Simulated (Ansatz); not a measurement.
Consider CH9GeN3O.

| atom | x (Å) | y (Å) | z (Å) |
| --- | --- | --- | --- |
| C | -2.4995 | -0.2306 | 1.0758 |
| Ge | -0.5027 | 0.4703 | -0.8797 |
| N | -1.8151 | -0.5395 | -0.1549 |
| N | -0.0836 | -0.3197 | -2.4623 |
| N | -1.1345 | 2.1804 | -0.7450 |
| O | 1.0954 | 0.4980 | -0.0923 |
| H | -2.0366 | -0.6774 | 1.9782 |
| H | -2.5104 | 0.8602 | 1.2240 |
| H | -3.5529 | -0.5624 | 1.0506 |
| H | -1.7384 | -1.5294 | -0.3615 |
| H | 0.8749 | -0.1582 | -2.7571 |
| H | -0.7157 | -0.1404 | -3.2356 |
| H | -2.0677 | 2.3327 | -1.1159 |
| H | -0.5110 | 2.9069 | -1.0834 |
| H | 1.0621 | 0.9310 | 0.7666 |

Geometry: PBE0-D4/def2-SVP.

Method: isolated molecule in a Gaussian basis; Kohn-Sham density functional theory, functional PBE0 in Ansatz 0.2.0.

Question: What can the converged electron density and electron localisation function tell about the bonding?

Answer: C–N (1.44 Å): ρ is about 1.9 e/Å³ halfway; the ELF peaks at about 0.95 between the atoms (a covalent bond).
Ge–N (1.81 Å): the density is about 1 e/Å³ at the midpoint; the ELF peaks at about 0.90 in the valence shell of N, 0.6 Å from its nucleus, and is about 0.50 at the midpoint.

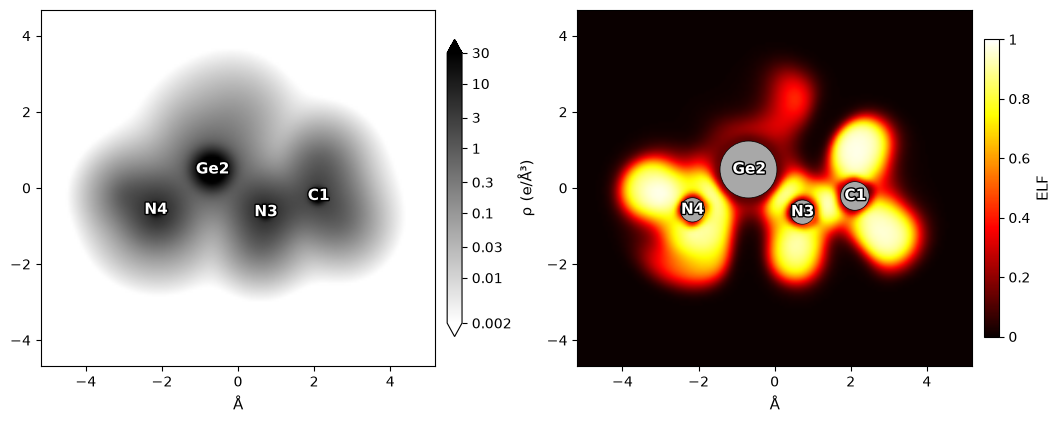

Computed electron density and electron localisation function on the plane of atoms C1, N3 and Ge2, in this order. Grey discs cover the atomic cores in the ELF map. 
